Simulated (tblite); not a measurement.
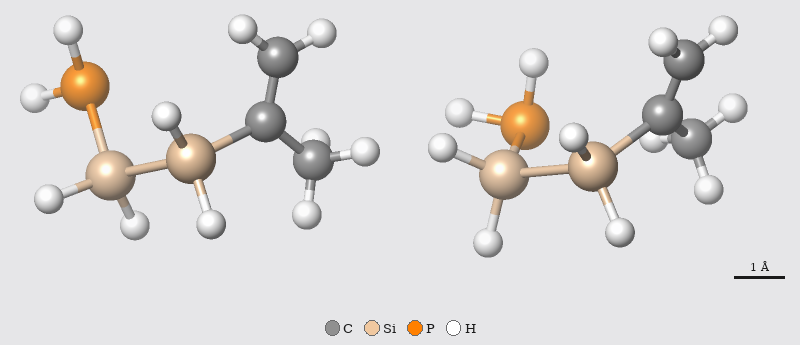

Two geometries of C3H11PSi2, drawn at one scale. One is the start of a relaxation, the other its converged end. The picture is a ball-and-stick view, seen at a tilt.

Theory: tblite, GFN2-xTB geometry optimisation, gas phase. 

> Which geometry has the lower energy?

The right one is the relaxed one. The atom that moves furthest after the best rigid fit is an H atom (1.80 Å). Largest moves by element: H 1.80 Å, P 1.33 Å, C 0.69 Å, Si 0.20 Å. Some distances before and after: Si–Si 2.235 → 2.328 Å, H–P 1.455 → 1.383 Å, P–Si 2.187 → 2.246 Å, C–H 1.141 → 1.088 Å. Among the angles between lasting bonds that change: H–P–H 112.0° → 92.3°, Si–P–H 113.2° → 95.1°, Si–P–H 113.0° → 95.6°. Groups turn about Si–Si by about 55°, C–C by about 50°. After 206 geometry steps the energy has fallen by 1.119 eV. Cost: 2.9 s on 1 thread of Arm Neoverse N1 (shared host).
